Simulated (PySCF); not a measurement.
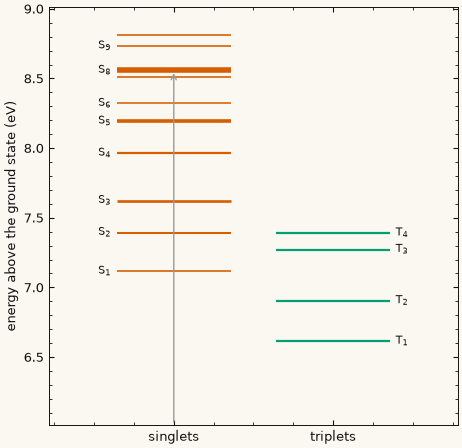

State diagram of C₄H₈F₂Si, SMILES F[C@@H]1CC[C@H](F)[SiH2]1. Vertical TDDFT excitations, CAM-B3LYP/def2-SVPD with PySCF 2.14.0, at a PBE0-D3(BJ)/def2-SVP geometry (no frequency check), gas phase. Triplets in the Tamm-Dancoff approximation; only the lowest 10 singlets and 4 triplets were computed. Thicker singlet lines are brighter; the arrow marks the brightest. S0, at zero, lies below the range drawn.

Q: What are the energy, strength and character of the state that the arrow marks?

A: S8 at 8.56 eV (145 nm), f = 0.120, mainly HOMO → LUMO+3 (50 %) (S7 lies within 0.06 eV, too close to order).

Q: What is the vertical gap between S1 and T1?

A: 0.50 eV: S1 at 7.12 eV, T1 at 6.61 eV.

Q: How many of the triplet levels drawn lie below S1?

A: 2 of 4 (T1 6.61 eV, T2 6.90 eV, T3 7.27 eV, T4 7.39 eV; S1 7.12 eV).

Caveats: one conformer of a flexible molecule; core orbitals are frozen in the response.
